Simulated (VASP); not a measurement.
# Fe2O3 (Hematite): magnetic orders, part 2 of 3

Wanted: the lowest of several collinear orders of Fe2O3 (Hematite). The start is a cell from a database of measured crystal structures.

VASP 6.6.1, plane waves and PAW; the level of theory is named at each step.

Still holding for the runs below: The magnetic state follows from one typed start and may not be the lowest.

So far: The structure; Magnetic order, 10 atoms, start order ferro.

## Step 2: Magnetic order, 10 atoms, start order ferro (continued)

Level of this step: PBE, DFT+U (Fe d 4.5 eV), spin-polarised, from parallel moments; plane waves and PAW (Fe, O) (VASP).

Force by atom:

```tsv
atom	x (eV/Å)	y (eV/Å)	z (eV/Å)	size
Fe1	0.000	0.000	-0.359	0.359
Fe2	0.000	0.000	0.359	0.359
Fe3	0.000	0.000	0.359	0.359
Fe4	0.000	0.000	-0.359	0.359
O5	-0.169	0.000	0.000	0.169
O6	0.084	-0.146	0.000	0.169
O7	0.084	0.146	0.000	0.169
O8	0.169	0.000	0.000	0.169
O9	-0.084	0.146	0.000	0.169
O10	-0.084	-0.146	0.000	0.169
```

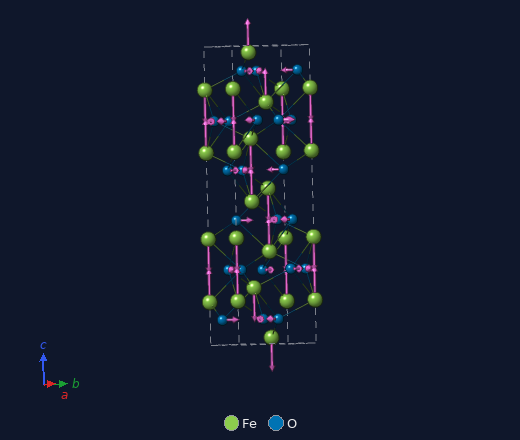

Force as arrows, the longest 0.359 eV/Å. Some periodic images of atoms are drawn too.

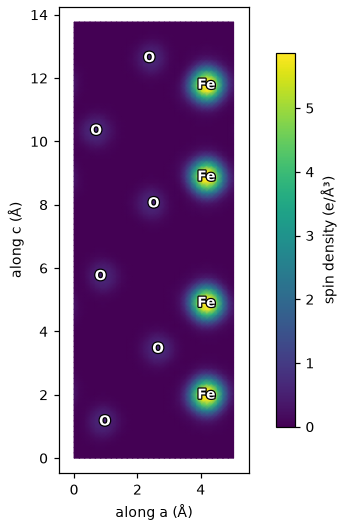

Spin density in the ac plane of the conventional cell at fractional y = 0.000, with atoms of Fe and O within 0.2 Å of it. The map starts off the cell's origin, so that atoms lie inside it.

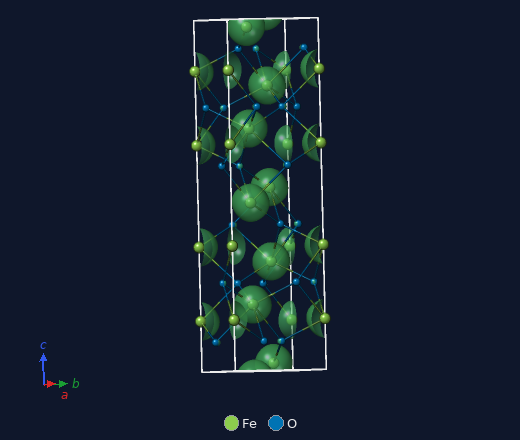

Surface of spin density = 0.65 e/Å³, which holds about 70 % of the integral of its size.

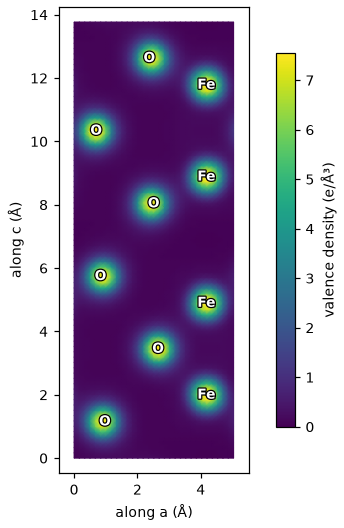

Valence density in the ac plane of the conventional cell at fractional y = 0.000, with atoms of Fe and O within 0.2 Å of it. It is the smooth field of the valence electrons, not physical close to the nuclei. The map starts off the cell's origin, so that atoms lie inside it.

The largest moment at the end is 4.37 μB, and the moments of the cell sum to 20.00 μB.

## Step 3: Magnetic order, 10 atoms, start order antiferro

This step: PBE, DFT+U (Fe d 4.5 eV), spin-polarised, from moments of both signs; plane waves and PAW (Fe, O) (VASP 6.6.1).

INCAR

```
SYSTEM = Fe2O3
PREC = Normal
ENCUT = 480
EDIFF = 1E-06
NELM = 150
ISMEAR = -1
SIGMA = 0.1
LREAL = .FALSE.
ALGO = Normal
GGA = PE
NBANDS = 49
ISPIN = 2
MAGMOM = 4 4 -4 -4 0 0 0 0 0 0
LDAU = .TRUE.
LDAUTYPE = 2
LDAUL = 2 -1
LDAUU = 4.5 0
LDAUJ = 0 0
LDAUPRINT = 1
LASPH = .TRUE.
LMAXMIX = 4
LORBIT = 11
LWAVE = .FALSE.
LCHARG = .TRUE.
KPAR = 4
AMIX = 0.2
BMIX = 1E-04
AMIX_MAG = 0.8
BMIX_MAG = 1E-04
```

POSCAR

```
Fe2O3
1.0
    2.5190000000      1.4543453281      4.5906666667
   -2.5190000000      1.4543453281      4.5906666667
    0.0000000000     -2.9086906562      4.5906666667
Fe O
4 6
Direct
    0.3553000000      0.3553000000      0.3553000000
    0.1447000000      0.1447000000      0.1447000000
    0.6447000000      0.6447000000      0.6447000000
    0.8553000000      0.8553000000      0.8553000000
    0.5559000000      0.9441000000      0.2500000000
    0.2500000000      0.5559000000      0.9441000000
    0.9441000000      0.2500000000      0.5559000000
    0.4441000000      0.0559000000      0.7500000000
    0.7500000000      0.4441000000      0.0559000000
    0.0559000000      0.7500000000      0.4441000000
```

KPOINTS

```
Automatic mesh
0
Gamma
6 6 6
0 0 0
```

PAW data sets: Fe and O (PBE family, release 64).

Command:

```console
mpirun -np 4 vasp_std
```

What it wrote:

```text
[... set-up lines as in an earlier step ...]
 entering main loop
       N       E                     dE             d eps       ncg     rms          rms(c)
DAV:   1     0.800036709638E+03    0.80004E+03   -0.29461E+04  6272   0.155E+03
DAV:   2     0.577852979281E+02   -0.74225E+03   -0.67473E+03  6523   0.416E+02
DAV:   3    -0.821756306148E+02   -0.13996E+03   -0.13258E+03  7455   0.204E+02
DAV:   4    -0.904323535763E+02   -0.82567E+01   -0.82001E+01  7447   0.551E+01
DAV:   5    -0.907169143108E+02   -0.28456E+00   -0.28419E+00  8392   0.101E+01    0.527E+01
DAV:   6    -0.694702639458E+02    0.21247E+02   -0.41105E+01 10240   0.821E+01    0.538E+01
DAV:   7    -0.671960822916E+02    0.22742E+01   -0.22662E+01 11312   0.667E+01    0.494E+01
DAV:   8    -0.694861745393E+02   -0.22901E+01   -0.12182E+01  9451   0.636E+01    0.287E+01
DAV:   9    -0.736102898548E+02   -0.41241E+01   -0.39463E+01  9262   0.170E+02    0.532E+01
DAV:  10    -0.674417339738E+02    0.61686E+01   -0.39719E+01  8378   0.972E+01    0.143E+01
DAV:  11    -0.679284384823E+02   -0.48670E+00   -0.41568E+00  6778   0.110E+01    0.650E+00
DAV:  12    -0.675715989633E+02    0.35684E+00   -0.51258E-01  8855   0.156E+01    0.312E+00
DAV:  13    -0.675670244946E+02    0.45745E-02   -0.14529E-01  8066   0.233E+00    0.233E+00
DAV:  14    -0.675762466132E+02   -0.92221E-02   -0.63657E-03  9095   0.706E-01    0.208E+00
DAV:  15    -0.675558152732E+02    0.20431E-01   -0.38291E-02  7272   0.442E+00    0.837E-01
DAV:  16    -0.675501075087E+02    0.57078E-02   -0.27565E-02 10255   0.190E+00    0.257E-01
DAV:  17    -0.675509507002E+02   -0.84319E-03   -0.52853E-03 10840   0.671E-01    0.157E-01
DAV:  18    -0.675511805118E+02   -0.22981E-03   -0.59527E-04 10151   0.249E-01    0.187E-01
DAV:  19    -0.675510468056E+02    0.13371E-03   -0.10693E-03  6752   0.626E-01    0.667E-02
DAV:  20    -0.675510679717E+02   -0.21166E-04   -0.12317E-04  7407   0.663E-02    0.284E-02
DAV:  21    -0.675510583264E+02    0.96453E-05   -0.27352E-05  9696   0.103E-01    0.266E-02
DAV:  22    -0.675510647191E+02   -0.63927E-05   -0.17978E-05  7061   0.983E-02    0.288E-02
DAV:  23    -0.675510620851E+02    0.26341E-05   -0.26099E-06  4277   0.299E-02    0.106E-02
DAV:  24    -0.675510624549E+02   -0.36979E-06   -0.74403E-06  8022   0.236E-02
   1 F= -.67551062E+02 E0= -.67551031E+02  d E =-.624899E-04  mag=    -0.0000
```

Wall time 93 s (4 MPI ranks of Intel Xeon Platinum 8259CL at 2.50GHz (Skylake/Cascade Lake), shared host); peak memory 1.3 GiB; 6.1 min of CPU time.

OUTCAR, selected parts (step 3):

```text
 Found     32 irreducible k-points:

   NELECT =      68.0000    total number of electrons

atom =   1  type =  1  l = 2

 onsite density matrix

spin component  1

  1.0083  0.0318  0.0000 -0.0066  0.0000
  0.0318  1.0203 -0.0000 -0.0000 -0.0066
  0.0000 -0.0000  0.9826 -0.0000  0.0000
 -0.0066 -0.0000 -0.0000  1.0203 -0.0318
  0.0000 -0.0066  0.0000 -0.0318  1.0083

spin component  2

  0.1551  0.1025  0.0000 -0.0065 -0.0000
  0.1025  0.2075 -0.0000 -0.0000 -0.0065
  0.0000 -0.0000  0.0924 -0.0000  0.0000
 -0.0065 -0.0000 -0.0000  0.2075 -0.1025
 -0.0000 -0.0065  0.0000 -0.1025  0.1551

 occupancies and eigenvectors

  o =  0.0753  v =  0.0000  0.0000  0.0000  0.0000  0.0000 -0.0497 -0.0001  0.0000 -0.6135 -0.7881      0.0000  0.0000  0.0000  0.0000  0.0000  0.0000  0.0000  0.0000  0.0000  0.0000
  o =  0.0753  v =  0.0000  0.0000  0.0000  0.0000  0.0000 -0.7881  0.6135 -0.0000 -0.0001  0.0497      0.0000  0.0000  0.0000  0.0000  0.0000  0.0000  0.0000  0.0000  0.0000  0.0000
  o =  0.0924  v =  0.0000  0.0000  0.0000  0.0000  0.0000 -0.0000 -0.0000 -1.0000 -0.0000 -0.0000      0.0000  0.0000  0.0000  0.0000  0.0000  0.0000  0.0000  0.0000  0.0000  0.0000
  o =  0.2873  v =  0.0000  0.0000  0.0000  0.0000  0.0000  0.0387 -0.0000  0.0000 -0.7897  0.6123      0.0000  0.0000  0.0000  0.0000  0.0000  0.0000  0.0000  0.0000  0.0000  0.0000
  o =  0.2873  v =  0.0000  0.0000  0.0000  0.0000  0.0000 -0.6123 -0.7897  0.0000  0.0000  0.0387      0.0000  0.0000  0.0000  0.0000  0.0000  0.0000  0.0000  0.0000  0.0000  0.0000
  o =  0.9812  v = -0.1564  0.0001  0.0000 -0.6397 -0.7526  0.0000  0.0000  0.0000  0.0000  0.0000      0.0000  0.0000  0.0000  0.0000  0.0000  0.0000  0.0000  0.0000  0.0000  0.0000
  o =  0.9812  v =  0.7526 -0.6397  0.0000 -0.0001 -0.1564  0.0000  0.0000  0.0000  0.0000  0.0000      0.0000  0.0000  0.0000  0.0000  0.0000  0.0000  0.0000  0.0000  0.0000  0.0000
  o =  0.9826  v = -0.0000  0.0000  1.0000  0.0000  0.0000  0.0000  0.0000  0.0000  0.0000  0.0000      0.0000  0.0000  0.0000  0.0000  0.0000  0.0000  0.0000  0.0000  0.0000  0.0000
  o =  1.0474  v =  0.1301 -0.0000  0.0000 -0.7687  0.6263  0.0000  0.0000  0.0000  0.0000  0.0000      0.0000  0.0000  0.0000  0.0000  0.0000  0.0000  0.0000  0.0000  0.0000  0.0000
  o =  1.0474  v = -0.6263 -0.7687  0.0000  0.0000  0.1301  0.0000  0.0000  0.0000  0.0000  0.0000      0.0000  0.0000  0.0000  0.0000  0.0000  0.0000  0.0000  0.0000  0.0000  0.0000

atom =   2  type =  1  l = 2

 onsite density matrix

spin component  1

  1.0083 -0.0318  0.0000 -0.0066 -0.0000
 -0.0318  1.0203 -0.0000  0.0000 -0.0066
  0.0000 -0.0000  0.9826  0.0000  0.0000
 -0.0066  0.0000  0.0000  1.0203  0.0318
 -0.0000 -0.0066  0.0000  0.0318  1.0083

spin component  2

  0.1551 -0.1025 -0.0000 -0.0065  0.0000
 -0.1025  0.2075 -0.0000  0.0000 -0.0065
 -0.0000 -0.0000  0.0924  0.0000  0.0000
 -0.0065  0.0000  0.0000  0.2075  0.1025
  0.0000 -0.0065  0.0000  0.1025  0.1551

 occupancies and eigenvectors

  o =  0.0753  v =  0.0000  0.0000  0.0000  0.0000  0.0000 -0.0496  0.0002 -0.0000 -0.6135  0.7882      0.0000  0.0000  0.0000  0.0000  0.0000  0.0000  0.0000  0.0000  0.0000  0.0000
  o =  0.0753  v =  0.0000  0.0000  0.0000  0.0000  0.0000 -0.7882 -0.6135  0.0000 -0.0002 -0.0496      0.0000  0.0000  0.0000  0.0000  0.0000  0.0000  0.0000  0.0000  0.0000  0.0000
  o =  0.0924  v =  0.0000  0.0000  0.0000  0.0000  0.0000  0.0000 -0.0000 -1.0000  0.0000 -0.0000      0.0000  0.0000  0.0000  0.0000  0.0000  0.0000  0.0000  0.0000  0.0000  0.0000
  o =  0.2873  v =  0.0000  0.0000  0.0000  0.0000  0.0000  0.0388 -0.0001 -0.0000 -0.7897 -0.6123      0.0000  0.0000  0.0000  0.0000  0.0000  0.0000  0.0000  0.0000  0.0000  0.0000
  o =  0.2873  v =  0.0000  0.0000  0.0000  0.0000  0.0000 -0.6123  0.7897 -0.0000 -0.0001 -0.0388      0.0000  0.0000  0.0000  0.0000  0.0000  0.0000  0.0000  0.0000  0.0000  0.0000
  o =  0.9812  v = -0.1562  0.0001 -0.0000 -0.6397  0.7526  0.0000  0.0000  0.0000  0.0000  0.0000      0.0000  0.0000  0.0000  0.0000  0.0000  0.0000  0.0000  0.0000  0.0000  0.0000
  o =  0.9812  v =  0.7526  0.6397 -0.0000  0.0001  0.1562  0.0000  0.0000  0.0000  0.0000  0.0000      0.0000  0.0000  0.0000  0.0000  0.0000  0.0000  0.0000  0.0000  0.0000  0.0000
  o =  0.9826  v =  0.0000  0.0000  1.0000 -0.0000  0.0000  0.0000  0.0000  0.0000  0.0000  0.0000      0.0000  0.0000  0.0000  0.0000  0.0000  0.0000  0.0000  0.0000  0.0000  0.0000
  o =  1.0474  v =  0.1301 -0.0000 -0.0000 -0.7687 -0.6263  0.0000  0.0000  0.0000  0.0000  0.0000      0.0000  0.0000  0.0000  0.0000  0.0000  0.0000  0.0000  0.0000  0.0000  0.0000
  o =  1.0474  v = -0.6263  0.7687 -0.0000 -0.0000 -0.1301  0.0000  0.0000  0.0000  0.0000  0.0000      0.0000  0.0000  0.0000  0.0000  0.0000  0.0000  0.0000  0.0000  0.0000  0.0000

atom =   3  type =  1  l = 2

 onsite density matrix

spin component  1

spin component  2

 occupancies and eigenvectors

  o =  0.0753  v = -0.0494 -0.0003  0.0000 -0.6135 -0.7882  0.0000  0.0000  0.0000  0.0000  0.0000      0.0000  0.0000  0.0000  0.0000  0.0000  0.0000  0.0000  0.0000  0.0000  0.0000
  o =  0.0753  v = -0.7882  0.6135 -0.0000 -0.0003  0.0494  0.0000  0.0000  0.0000  0.0000  0.0000      0.0000  0.0000  0.0000  0.0000  0.0000  0.0000  0.0000  0.0000  0.0000  0.0000
[...]
o =  0.0753  v = -0.7881 -0.6135  0.0000  0.0002 -0.0500  0.0000  0.0000  0.0000  0.0000  0.0000      0.0000  0.0000  0.0000  0.0000  0.0000  0.0000  0.0000  0.0000  0.0000  0.0000
  o =  0.0924  v =  0.0000 -0.0000 -1.0000  0.0000 -0.0000  0.0000  0.0000  0.0000  0.0000  0.0000      0.0000  0.0000  0.0000  0.0000  0.0000  0.0000  0.0000  0.0000  0.0000  0.0000
  o =  0.2873  v =  0.0387 -0.0000 -0.0000 -0.7897 -0.6123  0.0000  0.0000  0.0000  0.0000  0.0000      0.0000  0.0000  0.0000  0.0000  0.0000  0.0000  0.0000  0.0000  0.0000  0.0000
  o =  0.2873  v = -0.6123  0.7897 -0.0000 -0.0000 -0.0387  0.0000  0.0000  0.0000  0.0000  0.0000      0.0000  0.0000  0.0000  0.0000  0.0000  0.0000  0.0000  0.0000  0.0000  0.0000
  o =  0.9812  v =  0.0000  0.0000  0.0000  0.0000  0.0000 -0.1562  0.0001 -0.0000 -0.6397  0.7526      0.0000  0.0000  0.0000  0.0000  0.0000  0.0000  0.0000  0.0000  0.0000  0.0000
  o =  0.9812  v =  0.0000  0.0000  0.0000  0.0000  0.0000  0.7526  0.6397 -0.0000  0.0001  0.1562      0.0000  0.0000  0.0000  0.0000  0.0000  0.0000  0.0000  0.0000  0.0000  0.0000
  o =  0.9826  v =  0.0000  0.0000  0.0000  0.0000  0.0000  0.0000  0.0000  1.0000 -0.0000  0.0000      0.0000  0.0000  0.0000  0.0000  0.0000  0.0000  0.0000  0.0000  0.0000  0.0000
  o =  1.0474  v =  0.0000  0.0000  0.0000  0.0000  0.0000  0.1300  0.0000 -0.0000 -0.7687 -0.6263      0.0000  0.0000  0.0000  0.0000  0.0000  0.0000  0.0000  0.0000  0.0000  0.0000
  o =  1.0474  v =  0.0000  0.0000  0.0000  0.0000  0.0000 -0.6263  0.7687 -0.0000  0.0000 -0.1300      0.0000  0.0000  0.0000  0.0000  0.0000  0.0000  0.0000  0.0000  0.0000  0.0000

 E-fermi :   4.5523

 spin component 1
 k-point     1 :       0.0000    0.0000    0.0000
  band No.  band energies     occupation
    ...
     30       2.8304      1.00000
     31       3.0631      1.00000
     32       3.0631      1.00000
     33       3.2544      1.00000
     34       3.2544      1.00000
     35       5.6482      0.00002
     36       6.0287      0.00000
     37       6.0287      0.00000
     38       6.2369      0.00000
     39       6.2369      0.00000
    ...

 k-point     2 :       0.1667    0.0000   -0.0000
  band No.  band energies     occupation
    ...
     30       2.6493      1.00000
     31       2.7139      1.00000
     32       2.8754      1.00000
     33       3.1089      1.00000
     34       3.3901      0.99999
     35       5.6736      0.00001
     36       5.9350      0.00000
     37       6.0273      0.00000
     38       6.2529      0.00000
     39       6.3078      0.00000
    ...

 k-point     3 :       0.3333    0.0000    0.0000
  band No.  band energies     occupation
    ...
     30       2.3145      1.00000
     31       2.5534      1.00000
     32       2.5984      1.00000
     33       3.0967      1.00000
     34       3.3959      0.99999
     35       5.7274      0.00001
     36       5.8441      0.00000
     37       6.0229      0.00000
     38       6.2218      0.00000
     39       6.3561      0.00000
    ...

 k-point     4 :       0.5000    0.0000   -0.0000
  band No.  band energies     occupation
    ...
     30       2.4708      1.00000
     31       2.5118      1.00000
     32       2.5333      1.00000
     33       3.1461      1.00000
     34       3.3081      1.00000
     35       5.8036      0.00000
     36       5.8238      0.00000
     37       6.0292      0.00000
     38       6.0791      0.00000
     39       6.4045      0.00000
    ...

  Total        4.1924753      4.1924753      1.2308843      0.0000000      0.0000000     -0.0000000
  in kB       66.5669062     66.5669062     19.5436239      0.0000000      0.0000000     -0.0000000
  external PRESSURE =      50.8924788 kB  Pullay stress =       0.0000000 kB

 POSITION                                       TOTAL-FORCE (eV/Angst)
 -----------------------------------------------------------------------------------
      0.00000      0.00000      4.89319        -0.000000     -0.000000     -0.496705
      0.00000      0.00000      1.99281        -0.000000     -0.000000      0.496705
      0.00000      0.00000      8.87881        -0.000000     -0.000000      0.496705
      0.00000      0.00000     11.77919        -0.000000     -0.000000     -0.496705
     -0.97788      1.45435      8.03367        -0.268511     -0.000000     -0.000000
     -0.77056     -1.57404      8.03367         0.134256     -0.232538     -0.000000
      1.74844      0.11969      8.03367         0.134256      0.232538     -0.000000
      0.97788     -1.45435      5.73833         0.268511     -0.000000      0.000000
      0.77056      1.57404      5.73833        -0.134256      0.232538     -0.000000
     -1.74844     -0.11969      5.73833        -0.134256     -0.232538     -0.000000
 -----------------------------------------------------------------------------------
    total drift:                               -0.000000      0.000000     -0.000000

  FREE ENERGIE OF THE ION-ELECTRON SYSTEM (eV)
  ---------------------------------------------------
  free  energy   TOTEN  =       -67.5510624549 eV

  energy  without entropy=      -67.5509999650  energy(sigma->0) =      -67.55103121

 total charge
# of ion       s       p       d       tot
------------------------------------------
    1        0.384   0.554   5.830   6.768
    2        0.384   0.554   5.830   6.768
    3        0.384   0.554   5.830   6.768
    4        0.384   0.554   5.830   6.768
    5        1.567   3.485   0.000   5.052
    6        1.567   3.485   0.000   5.052
    7        1.567   3.485   0.000   5.052
    8        1.567   3.485   0.000   5.052
    9        1.567   3.485   0.000   5.052
   10        1.567   3.485   0.000   5.052
--------------------------------------------------
tot         10.939  23.124  23.322  57.385

 magnetization (x)
# of ion       s       p       d       tot
------------------------------------------
    1        0.016   0.026   4.216   4.257
    2        0.016   0.026   4.216   4.257
    3       -0.016  -0.026  -4.216  -4.257
    4       -0.016  -0.026  -4.216  -4.257
    5       -0.002  -0.068   0.000  -0.070
    6       -0.002  -0.068   0.000  -0.070
    7       -0.002  -0.068   0.000  -0.070
    8        0.002   0.068   0.000   0.070
    9        0.002   0.068   0.000   0.070
   10        0.002   0.068   0.000   0.070
--------------------------------------------------
tot         -0.000   0.000   0.000  -0.000

[... 9 parts as in an earlier step ...]

[... 4 further parts left out ...]
```

This step gave:

```yaml
free_energy_toten: -67.5511 eV
fermi_energy: 4.552 eV
gap_on_the_k_mesh: 1.989 eV
least_direct_gap_on_the_k_mesh: 2.099 eV
```

Spin moment in the PAW sphere by atom:

```tsv
atom	spin moment in the PAW sphere (μB)
Fe1	4.26
Fe2	4.26
Fe3	-4.26
Fe4	-4.26
O5	-0.07
O6	-0.07
O7	-0.07
O8	0.07
O9	0.07
O10	0.07
```

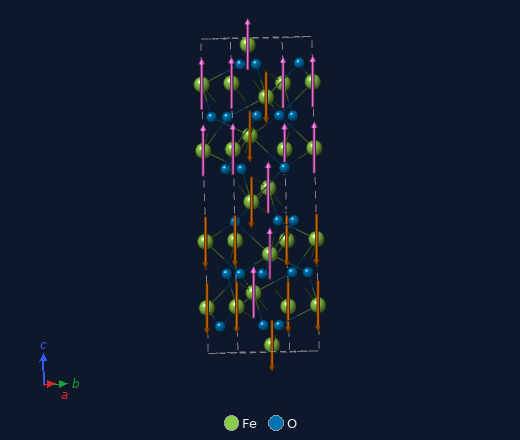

Spin moment in the PAW sphere as arrows, the longest 4.26 μB. Up and down stand for the sign. Arrows give size and sign along the axis of quantisation, drawn up and down the page. The two directions have two colours. Some periodic images of atoms are drawn too.

Force by atom:

```tsv
atom	x (eV/Å)	y (eV/Å)	z (eV/Å)	size
Fe1	0.000	0.000	-0.497	0.497
Fe2	0.000	0.000	0.497	0.497
Fe3	0.000	0.000	0.497	0.497
Fe4	0.000	0.000	-0.497	0.497
O5	-0.269	0.000	0.000	0.269
O6	0.134	-0.233	0.000	0.269
O7	0.134	0.233	0.000	0.269
O8	0.269	0.000	0.000	0.269
O9	-0.134	0.233	0.000	0.269
O10	-0.134	-0.233	0.000	0.269
```

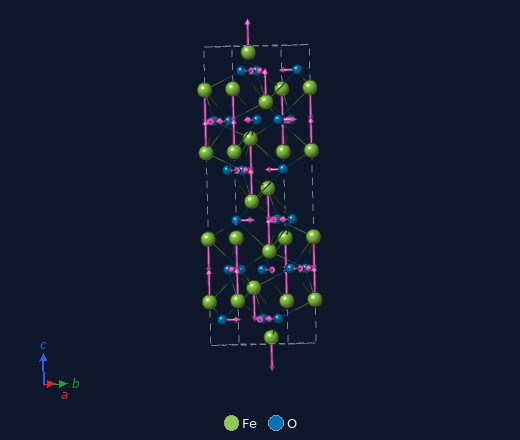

Force as arrows, the longest 0.497 eV/Å. Some periodic images of atoms are drawn too.

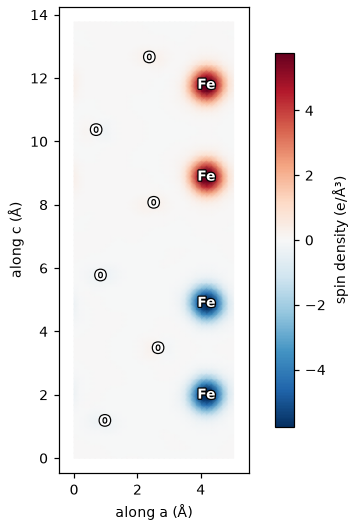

Spin density in the ac plane of the conventional cell at fractional y = 0.000, with atoms of Fe and O within 0.2 Å of it. The map starts off the cell's origin, so that atoms lie inside it.

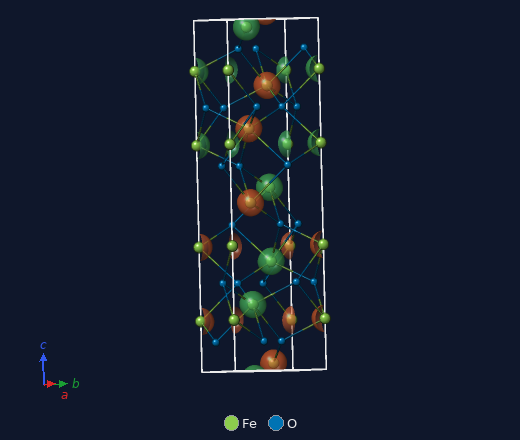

Surfaces of spin density = ±2.1 e/Å³, which hold about 50 % of the integral of its size. The two colours are the two signs.

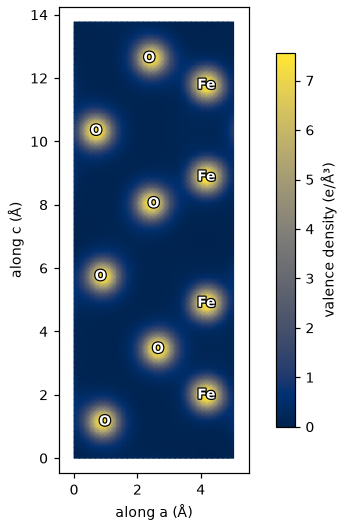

Valence density in the ac plane of the conventional cell at fractional y = 0.000, with atoms of Fe and O within 0.2 Å of it. It is the smooth field of the valence electrons, not physical close to the nuclei. The map starts off the cell's origin, so that atoms lie inside it.

The largest moment at the end is 4.26 μB, and the moments of the cell sum to 0.00 μB.

[end of part 2 of 3]

[Lines on the potential files, build, host, timing and source positions are cut from VASP's logs without a mark.]

[Logs are printed without paths, hosts, clocks, repeated set-up lines and the standing remarks that a program may print on its own settings, such as how far it seeks lower states.]

[Hosts, paths, dates, database ids (printed as entryN), source tags and the programs' standing remarks are cut or masked in the printed files.]

[Runs that stopped without an error message from VASP are left out.]

[In band tables of VASP the shares of atoms and orbitals are scaled to a sum of 1 inside the atoms' spheres.]
